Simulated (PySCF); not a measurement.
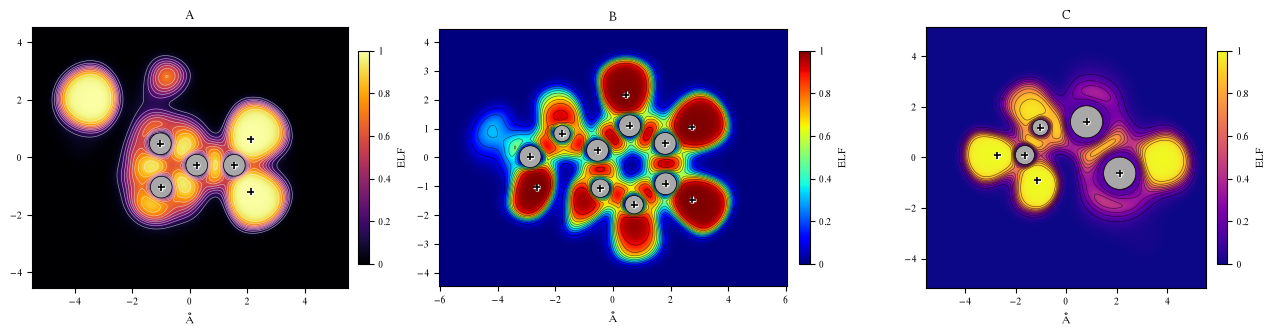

The electron localisation function of 3 systems, each on a plane through atoms (crosses mark nuclei in the plane; grey discs cover the cores).

Computed with PySCF 2.14.0, PBE0/def2-SVPD, SCF density, gas phase.

System 1: C6H9Br, the plane of atoms C1, C2 and C5. Geometry: GFN2-xTB.

```xyz
16

C    -2.5122    1.0331    0.1328
C    -1.4729    0.3859    0.5933
C    -0.9330   -0.8706    1.1085
Br   -0.9003   -2.4345   -0.0376
C    -0.0248    0.3132    0.8257
C     0.9416    0.3112   -0.3396
C     2.2395   -0.4041    0.0202
H    -3.4897    0.5799    0.0946
H    -2.4309    2.0481   -0.2206
H    -1.1169   -1.1758    2.1297
H     0.3717    0.8043    1.7105
H     1.1527    1.3462   -0.6196
H     0.4773   -0.1774   -1.1984
H     2.9272   -0.3837   -0.8211
H     2.0438   -1.4430    0.2746
H     2.7195    0.0763    0.8705
```

System 2: C5H4F2N2O (SMILES FC(F)Oc1cccnn1), the plane of atoms O4, C5 and N10. Geometry: GFN2-xTB.

```xyz
14

F     3.4302   -0.4881   -0.9993
C     2.5238   -0.2734   -0.0318
F     3.1675    0.4061    0.9388
O     1.5178    0.4941   -0.5437
C     0.2283    0.1503   -0.2662
C    -0.7819    0.9695   -0.7930
C    -2.0741    0.6017   -0.5006
C    -2.2512   -0.5451    0.2825
N    -1.2462   -1.2593    0.7334
N    -0.0191   -0.9155    0.4661
H     2.1801   -1.2373    0.3768
H    -0.5240    1.8298   -1.3882
H    -2.9193    1.1690   -0.8581
H    -3.2325   -0.9023    0.5563
```

System 3: CH9Ge2NSi, the plane of atoms N2, C1 and H7. Geometry: GFN2-xTB.

```xyz
14

C     2.2389   -1.3433    0.0562
N     2.2287   -0.5870   -0.9371
Ge    1.0413    0.7852   -1.2499
Ge   -0.6582    1.1122    0.4433
Si   -2.4188   -0.4277    0.6483
H     1.5309   -1.2881    0.8973
H     2.9921   -2.1252    0.1307
H     1.9746    1.9425   -1.5218
H     0.5117    0.4091   -2.6167
H     0.0870    1.2820    1.7584
H    -1.1546    2.5315    0.2649
H    -1.8810   -1.7576    0.9475
H    -3.3236   -0.0346    1.7274
H    -3.1696   -0.4994   -0.6055
```

**Which map belongs to which system?**

Panel A is system 1, C6H9Br: the plane holds C and H. C–C (1.31 Å): the ELF peaks at about 0.90 between the atoms; a short, multiple covalent bond. Panel B is system 2, C5H4F2N2O: the plane holds C, O, N and H. N–N (1.30 Å): the ELF peaks at about 0.90 between the atoms; a covalent bond. Panel C is system 3, CH9Ge2NSi: the plane holds C, N, Ge and H. C–N (1.25 Å): the ELF peaks at about 0.90 between the atoms: a short, multiple covalent bond.
